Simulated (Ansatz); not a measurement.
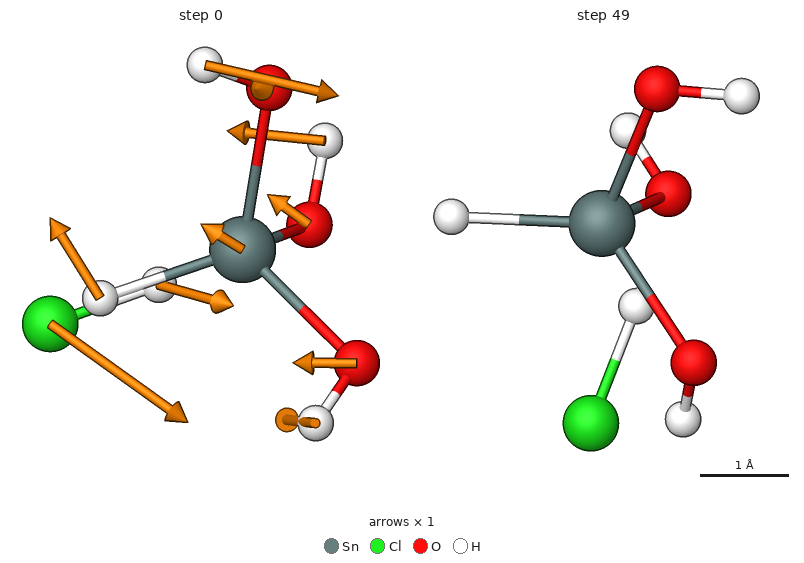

The structure of SnH5O3Cl before (left) and after (right) a relaxation, at one scale. The orange arrows give the displacements, at their true length.

The picture is a ball-and-stick view, seen from a free direction.

The run prepares an end point of a later path (reaction) calculation, from a guessed geometry.

These are results of RKS PBE-D4/def2-SVP (Ansatz), not measurements. Set-up: no spin polarisation; force threshold 0.03 eV/Å; at most 50 steps.

Question: Describe what moved and what it gained.

Answer: The relaxation stopped without meeting its thresholds, so the last structure isn't shown to be converged. It used up its limit of 50 steps. The Cl atom moves most after the best rigid fit: 2.01 Å. By element the largest moves are Cl 2.01 Å, H 1.58 Å, O 0.75 Å, Sn 0.58 Å. Among the contacts that change: H–O 2.197 → 1.411 Å, H–Sn 3.169 → 2.596 Å, Cl–Sn 3.615 → 3.290 Å, O–Sn 1.980 → 2.089 Å. Among the angles between lasting bonds that change: O–Sn–H 111.1° → 124.2°, H–Sn–O 120.6° → 110.8°, O–Sn–O 98.4° → 105.6°. Groups turn about O–Sn by about 150°, O–Sn by about 85°, O–Sn by about 65°. After 42 accepted moves (49 points after the start) the energy has fallen by 46.5 kJ/mol. The largest force component goes from 0.72 to 0.12 eV/Å. The line search rejected the trial steps at points 6, 10, 14, 18, 21, 27, 30 of the run. The run took 59 s on 4 threads of Arm Neoverse V1, on a shared host, peak memory 0.17 GiB.
